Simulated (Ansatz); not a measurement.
# AlH3 (singlet): B2PLYP, RPA-PBE over vertical spin and charge gaps and displaced geometries, cc-pVDZ

Aim: run AlH3 (singlet) with these functionals over vertical spin and charge gaps and displaced geometries, and hold them against the top wave-function level at the same points.

Program: Ansatz 0.2.0, Gaussian basis. Level of theory: cc-pVDZ, all electrons in the functionals, frozen cores in the correlation of double hybrids and RPA. These are calculated values, not measurements.

To be run: B2PLYP, RPA-PBE, at charge 0, singlet; charge 0, triplet; charge 1, doublet; displaced geometry v1; displaced geometry v2 (not every functional at every point).

25 further runs of the same task are left out: 8 for a known fault of the program, 6 that didn't finish, 11 set aside as unsound or not needed.

### Step 1. The geometry

The geometry is a PBE0/def2-TZVP stationary point (not a proven minimum).

4 atoms, charge 0, spin multiplicity 1.

Atoms are counted from 1 here; the program's logs count them from 0.

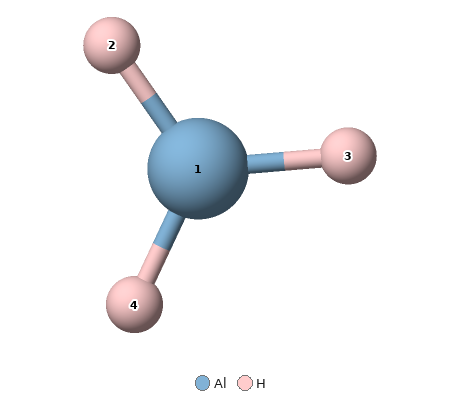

The geometry (aluminium light blue, hydrogen pink); atoms are numbered from 1 in the order of the file.

No dispersion term is added.

The geometry shown and the zero of energy belong to the point charge 0, singlet. The yardstick, FCI, and other wave-function levels (R restricted, U unrestricted, valence and pair active spaces) come from earlier runs.

### Step 2. B2PLYP, charge 0, singlet

File in.yaml:

```yaml
crystal:
  periodic: [false, false, false]
  atoms:
    - {symbol: Al, position_ang: [0.000000, 0.000000, 0.000000]}
    - {symbol: H, position_ang: [1.585776, 0.015051, -0.000083]}
    - {symbol: H, position_ang: [-0.805923, 1.365794, -0.002790]}
    - {symbol: H, position_ang: [-0.779853, -1.380845, 0.002873]}
basis:
  gaussian: {orbitals: cc-pVDZ}
hamiltonian: {xc: {name: B2PLYP}}
correlation: {electrons: outside_noble_gas}
```

Launch:

```
> ansatz run in.yaml --threads 1 --pin off --events-out ev --progress --plain --max-ram 2393MiB
```

The program printed:

```text
Functional definition: B2PLYP
  name "B2PLYP"
  cite "Grimme, J. Chem. Phys. 124, 034108 (2006) doi:10.1063/1.2148954"
  cite "Becke, Phys. Rev. A 38, 3098 (1988) doi:10.1103/PhysRevA.38.3098"
  cite "Lee, Yang & Parr, Phys. Rev. B 37, 785 (1988) doi:10.1103/PhysRevB.37.785"
  parameter a = 0.53
  parameter c = 0.27
  exchange = (1 - a)*b88_x + a*exact_x
  correlation = (1 - c)*lyp_c + c*(mp2_os + mp2_ss)
308 factors; integrals over basis functions are off by at most 1.0e-3 eV
mean field evaluation 1: about -6640.3941 eV, gradient 6.8e0 eV
mean field evaluation 2: about -6640.3935 eV, gradient 6.8e0 eV
mean field evaluation 4: about -6640.5792 eV, gradient 1.9e-1 eV
mean field evaluation 8: about -6640.5794 eV, gradient 1.8e-4 eV
mean field -6640.57936484 eV, -244.0367905114 hartree, gradient 5.7e-6 eV, S^2 0.000000; 0 other end points of the search recorded, 0 dependent functions left out
5 core orbitals not correlated: weight in the atoms' cores, before any rotation towards them, 1.000 or more for the frozen orbitals, at most 0.000 for the correlated occupied ones
reference -6640.57950438 eV, -244.0367956395 hartree; 3, 3 occupied and 25, 25 virtual orbitals, 308 factors
second order -2.59291450 eV of doubles, -0.00000000 eV of singles
Total energy: -6641.27959130 eV, -244.0625233591 hartree
```

Wall time 0.51 s (1 thread of Intel Xeon Platinum 8375C at 2.90GHz, shared host).

### Step 3. B2PLYP, charge 0, triplet

Changes to in.yaml since step 2:

```diff
@@ -9,2 +9,3 @@
   gaussian: {orbitals: cc-pVDZ}
+magnetization: {spin_polarized: true, initial_magnetization: 2}
 hamiltonian: {xc: {name: B2PLYP}}
```

The command is unchanged.

The program printed (excerpt; [...] marks lines left out):

```text
Functional definition: B2PLYP
  name "B2PLYP"
  cite "Grimme, J. Chem. Phys. 124, 034108 (2006) doi:10.1063/1.2148954"
  cite "Becke, Phys. Rev. A 38, 3098 (1988) doi:10.1103/PhysRevA.38.3098"
  cite "Lee, Yang & Parr, Phys. Rev. B 37, 785 (1988) doi:10.1103/PhysRevB.37.785"
[...]
308 factors; integrals over basis functions are off by at most 1.0e-3 eV
[...]
mean field -6635.46187862 eV, -243.8487263617 hartree, gradient 3.6e-6 eV, S^2 2.033336; 5 other end points of the search recorded, 0 dependent functions left out
5 core orbitals not correlated: weight in the atoms' cores, before any rotation towards them, 1.000 or more for the frozen orbitals, at most 0.000 for the correlated occupied ones
reference -6635.46202040 eV, -243.8487315720 hartree; 4, 2 occupied and 24, 26 virtual orbitals, 308 factors
second order -2.58171949 eV of doubles, -0.00000000 eV of singles
Total energy: -6636.15908466 eV, -243.8743482112 hartree
```

Run time: 2.6 s. Hardware: 1 thread of Intel Xeon Platinum 8375C at 2.90GHz, shared host.

From the report: ⟨S²⟩ of the determinant 2.033 (pure triplet: 2.00).

From charge 0, singlet: +118.1 kcal/mol.

### Step 4. B2PLYP, charge 1, doublet

Changes to in.yaml since step 3:

```diff
@@ -9,3 +9,4 @@
   gaussian: {orbitals: cc-pVDZ}
-magnetization: {spin_polarized: true, initial_magnetization: 2}
+total_charge: 1
+magnetization: {spin_polarized: true, initial_magnetization: 1}
 hamiltonian: {xc: {name: B2PLYP}}
```

Launched as before.

The program printed (excerpt; [...] marks lines left out):

```text
Functional definition: B2PLYP
  name "B2PLYP"
  cite "Grimme, J. Chem. Phys. 124, 034108 (2006) doi:10.1063/1.2148954"
  cite "Becke, Phys. Rev. A 38, 3098 (1988) doi:10.1103/PhysRevA.38.3098"
  cite "Lee, Yang & Parr, Phys. Rev. B 37, 785 (1988) doi:10.1103/PhysRevB.37.785"
[...]
308 factors; integrals over basis functions are off by at most 1.0e-3 eV
[...]
mean field -6629.56006977 eV, -243.6318388869 hartree, gradient 2.6e-6 eV, S^2 0.791766; 4 other end points of the search recorded, 0 dependent functions left out
5 core orbitals not correlated: weight in the atoms' cores, before any rotation towards them, 1.000 or more for the frozen orbitals, at most 0.000 for the correlated occupied ones
reference -6629.56020414 eV, -243.6318438248 hartree; 3, 2 occupied and 25, 26 virtual orbitals, 308 factors
second order -1.98383692 eV of doubles, -0.00000000 eV of singles
Total energy: -6630.09584011 eV, -243.6515280836 hartree
```

Run time: 2.1 s. Hardware: 1 thread of Intel Xeon Platinum 8375C at 2.90GHz, shared host.

From the report: ⟨S²⟩ of the determinant 0.792 (pure doublet: 0.75).

From charge 0, singlet: +257.9 kcal/mol.

### Step 5. B2PLYP, displaced geometry v1

File in.yaml:

```yaml
crystal:
  periodic: [false, false, false]
  atoms:
    - {symbol: Al, position_ang: [0.000314, -0.000248, 0.002986]}
    - {symbol: H, position_ang: [1.585257, -0.001339, -0.008250]}
    - {symbol: H, position_ang: [-0.758478, 1.408714, -0.053571]}
    - {symbol: H, position_ang: [-0.835185, -1.400740, -0.018105]}
basis:
  gaussian: {orbitals: cc-pVDZ}
hamiltonian: {xc: {name: B2PLYP}}
correlation: {electrons: outside_noble_gas}
```

Same command.

The program printed (excerpt; [...] marks lines left out):

```text
Functional definition: B2PLYP
  name "B2PLYP"
  cite "Grimme, J. Chem. Phys. 124, 034108 (2006) doi:10.1063/1.2148954"
  cite "Becke, Phys. Rev. A 38, 3098 (1988) doi:10.1103/PhysRevA.38.3098"
  cite "Lee, Yang & Parr, Phys. Rev. B 37, 785 (1988) doi:10.1103/PhysRevB.37.785"
[...]
308 factors; integrals over basis functions are off by at most 1.1e-3 eV
[...]
mean field -6640.56013841 eV, -244.0360839532 hartree, gradient 1.5e-6 eV, S^2 0.000000; 0 other end points of the search recorded, 0 dependent functions left out
5 core orbitals not correlated: weight in the atoms' cores, before any rotation towards them, 1.000 or more for the frozen orbitals, at most 0.000 for the correlated occupied ones
reference -6640.56027721 eV, -244.0360890542 hartree; 3, 3 occupied and 25, 25 virtual orbitals, 308 factors
second order -2.59762248 eV of doubles, -0.00000000 eV of singles
Total energy: -6641.26163528 eV, -244.0618634878 hartree
```

It took 0.51 s on 1 thread of Intel Xeon Platinum 8375C at 2.90GHz, shared host.

From charge 0, singlet: +0.4 kcal/mol.

### Step 6. B2PLYP, displaced geometry v2

File in.yaml:

```yaml
crystal:
  periodic: [false, false, false]
  atoms:
    - {symbol: Al, position_ang: [0.008676, 0.003191, -0.001231]}
    - {symbol: H, position_ang: [1.429578, 0.026616, 0.010280]}
    - {symbol: H, position_ang: [-0.885501, 1.344935, -0.000607]}
    - {symbol: H, position_ang: [-0.776322, -1.456973, 0.023270]}
basis:
  gaussian: {orbitals: cc-pVDZ}
hamiltonian: {xc: {name: B2PLYP}}
correlation: {electrons: outside_noble_gas}
```

Same command.

The program printed (excerpt; [...] marks lines left out):

```text
Functional definition: B2PLYP
  name "B2PLYP"
  cite "Grimme, J. Chem. Phys. 124, 034108 (2006) doi:10.1063/1.2148954"
  cite "Becke, Phys. Rev. A 38, 3098 (1988) doi:10.1103/PhysRevA.38.3098"
  cite "Lee, Yang & Parr, Phys. Rev. B 37, 785 (1988) doi:10.1103/PhysRevB.37.785"
[...]
308 factors; integrals over basis functions are off by at most 1.2e-3 eV
[...]
mean field -6640.31957790 eV, -244.0272435175 hartree, gradient 1.4e-6 eV, S^2 0.000000; 0 other end points of the search recorded, 0 dependent functions left out
5 core orbitals not correlated: weight in the atoms' cores, before any rotation towards them, 1.000 or more for the frozen orbitals, at most 0.000 for the correlated occupied ones
reference -6640.31971800 eV, -244.0272486660 hartree; 3, 3 occupied and 25, 25 virtual orbitals, 308 factors
second order -2.59531910 eV of doubles, -0.00000000 eV of singles
Total energy: -6641.02045415 eV, -244.0530002447 hartree
```

Wall time 0.63 s (1 thread of Intel Xeon Platinum 8375C at 2.90GHz, shared host).

From charge 0, singlet: +6.0 kcal/mol.

### Step 7. RPA-PBE, charge 0, singlet

File in.yaml:

```yaml
crystal:
  periodic: [false, false, false]
  atoms:
    - {symbol: Al, position_ang: [0.000000, 0.000000, 0.000000]}
    - {symbol: H, position_ang: [1.585776, 0.015051, -0.000083]}
    - {symbol: H, position_ang: [-0.805923, 1.365794, -0.002790]}
    - {symbol: H, position_ang: [-0.779853, -1.380845, 0.002873]}
basis:
  gaussian: {orbitals: cc-pVDZ}
hamiltonian: {xc: {name: PBE}}
correlation: {method: rpa, electrons: outside_noble_gas}
```

The command is unchanged.

The program printed:

```text
Functional definition: PBE
  name "PBE"
  cite "Perdew, Burke & Ernzerhof, Phys. Rev. Lett. 77, 3865 (1996) doi:10.1103/PhysRevLett.77.3865"
  parent pbe
  parameter kappa = 0.804
  parameter beta = 0.06672455060314922
  exchange = pbe_x(kappa = kappa, mu = beta*pi^2/3)
  correlation = pbe_c(beta = beta)
308 factors; integrals over basis functions are off by at most 1.0e-3 eV
mean field evaluation 1: about -6639.6524 eV, gradient 1.4e1 eV
mean field evaluation 2: about -6639.6488 eV, gradient 1.4e1 eV
mean field evaluation 4: about -6640.5656 eV, gradient 6.6e-1 eV
mean field evaluation 8: about -6640.5676 eV, gradient 1.5e-4 eV
mean field -6640.56760652 eV, -244.0363584011 hartree, gradient 2.6e-6 eV, S^2 0.000000; 0 other end points of the search recorded, 0 dependent functions left out
5 core orbitals not correlated: weight in the atoms' cores, before any rotation towards them, 1.000 or more for the frozen orbitals, at most 0.000 for the correlated occupied ones
reference -6629.29263715 eV, -243.6220109192 hartree; 3, 3 occupied and 25, 25 virtual orbitals, 308 factors
Total energy: -6634.29506856 eV, -243.8058468828 hartree
```

Run time: 0.48 s. Hardware: 1 thread of Intel Xeon Platinum 8375C at 2.90GHz, shared host.

### Step 8. RPA-PBE, displaced geometry v1

File in.yaml:

```yaml
crystal:
  periodic: [false, false, false]
  atoms:
    - {symbol: Al, position_ang: [0.000314, -0.000248, 0.002986]}
    - {symbol: H, position_ang: [1.585257, -0.001339, -0.008250]}
    - {symbol: H, position_ang: [-0.758478, 1.408714, -0.053571]}
    - {symbol: H, position_ang: [-0.835185, -1.400740, -0.018105]}
basis:
  gaussian: {orbitals: cc-pVDZ}
hamiltonian: {xc: {name: PBE}}
correlation: {method: rpa, electrons: outside_noble_gas}
```

Launched as before.

The program printed:

```text
Functional definition: PBE
  name "PBE"
  cite "Perdew, Burke & Ernzerhof, Phys. Rev. Lett. 77, 3865 (1996) doi:10.1103/PhysRevLett.77.3865"
  parent pbe
  parameter kappa = 0.804
  parameter beta = 0.06672455060314922
  exchange = pbe_x(kappa = kappa, mu = beta*pi^2/3)
  correlation = pbe_c(beta = beta)
308 factors; integrals over basis functions are off by at most 1.1e-3 eV
mean field evaluation 1: about -6639.6630 eV, gradient 1.4e1 eV
mean field evaluation 2: about -6639.6590 eV, gradient 1.4e1 eV
mean field evaluation 4: about -6640.5629 eV, gradient 7.7e-1 eV
mean field evaluation 8: about -6640.5657 eV, gradient 2.0e-3 eV
mean field -6640.56565577 eV, -244.0362867124 hartree, gradient 5.5e-6 eV, S^2 0.000000; 0 other end points of the search recorded, 0 dependent functions left out
5 core orbitals not correlated: weight in the atoms' cores, before any rotation towards them, 1.000 or more for the frozen orbitals, at most 0.000 for the correlated occupied ones
reference -6629.26879286 eV, -243.6211346576 hartree; 3, 3 occupied and 25, 25 virtual orbitals, 308 factors
Total energy: -6634.28141766 eV, -243.8053452214 hartree
```

Run time: 0.48 s. Hardware: 1 thread of Intel Xeon Platinum 8375C at 2.90GHz, shared host.

From charge 0, singlet: +0.3 kcal/mol.

### Step 9. RPA-PBE, displaced geometry v2

File in.yaml:

```yaml
crystal:
  periodic: [false, false, false]
  atoms:
    - {symbol: Al, position_ang: [0.008676, 0.003191, -0.001231]}
    - {symbol: H, position_ang: [1.429578, 0.026616, 0.010280]}
    - {symbol: H, position_ang: [-0.885501, 1.344935, -0.000607]}
    - {symbol: H, position_ang: [-0.776322, -1.456973, 0.023270]}
basis:
  gaussian: {orbitals: cc-pVDZ}
hamiltonian: {xc: {name: PBE}}
correlation: {method: rpa, electrons: outside_noble_gas}
```

Same command.

The program printed:

```text
Functional definition: PBE
  name "PBE"
  cite "Perdew, Burke & Ernzerhof, Phys. Rev. Lett. 77, 3865 (1996) doi:10.1103/PhysRevLett.77.3865"
  parent pbe
  parameter kappa = 0.804
  parameter beta = 0.06672455060314922
  exchange = pbe_x(kappa = kappa, mu = beta*pi^2/3)
  correlation = pbe_c(beta = beta)
308 factors; integrals over basis functions are off by at most 1.2e-3 eV
mean field evaluation 1: about -6639.3445 eV, gradient 1.4e1 eV
mean field evaluation 2: about -6639.3412 eV, gradient 1.4e1 eV
mean field evaluation 4: about -6640.2920 eV, gradient 6.2e-1 eV
mean field evaluation 8: about -6640.2938 eV, gradient 1.5e-3 eV
mean field -6640.29382535 eV, -244.0262971287 hartree, gradient 9.8e-6 eV, S^2 0.000000; 0 other end points of the search recorded, 0 dependent functions left out
5 core orbitals not correlated: weight in the atoms' cores, before any rotation towards them, 1.000 or more for the frozen orbitals, at most 0.000 for the correlated occupied ones
reference -6629.02619982 eV, -243.6122195281 hartree; 3, 3 occupied and 25, 25 virtual orbitals, 308 factors
Total energy: -6634.03014710 eV, -243.7961111986 hartree
```

Wall time 0.51 s (1 thread of Intel Xeon Platinum 8375C at 2.90GHz, shared host).

From charge 0, singlet: +6.1 kcal/mol.

### Step 10. Against the wave-function levels

The yardstick is full CI for this spin, exact in this basis with these frozen cores. It comes from earlier runs at the same points. Energies in kcal/mol, counted from charge 0, singlet; blanks weren't run or aren't comparable.

| level | singlet to triplet | ionisation to the doublet cation | displacement v1 | displacement v2 |
| --- | --- | --- | --- | --- |
| FCI | 118.6 | 259.1 | 0.4 | 6.1 |
| B2PLYP | 118.1 | 257.9 | 0.4 | 6.0 |
| RPA-PBE |  |  | 0.3 | 6.1 |

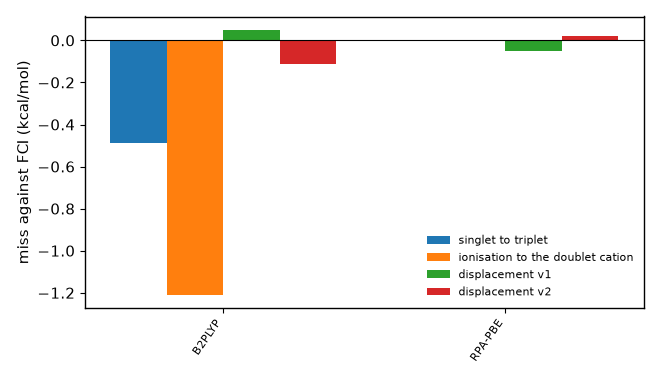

Misses of the gaps against FCI.

Largest miss and mean time a point (FCI took 24 s a point; shared hosts):

| level | largest miss (kcal/mol) | where | time a point |
| --- | --- | --- | --- |
| B2PLYP | -1.2 | ionisation to the doublet cation | 1.3 s |
| RPA-PBE | 0.0 | displacement v1 | 0.49 s |

### Step 11. Outcome

```
                             quantity                                             value
              singlet to triplet, FCI                                    118.6 kcal/mol
ionisation to the doublet cation, FCI                                    259.1 kcal/mol
                 displacement v1, FCI                                      0.4 kcal/mol
                 displacement v2, FCI                                      6.1 kcal/mol
                 largest miss, B2PLYP  -1.2 kcal/mol (ionisation to the doublet cation)
                largest miss, RPA-PBE                    0.0 kcal/mol (displacement v1)
```

In words: Misses are known at 4 of 4 points at best, and only functionals with that many are ranked. B2PLYP strays by up to 1.2 kcal/mol, at ionisation to the doublet cation. Functionals and the yardstick converge differently with the basis, so part of each miss in cc-pVDZ is the basis.
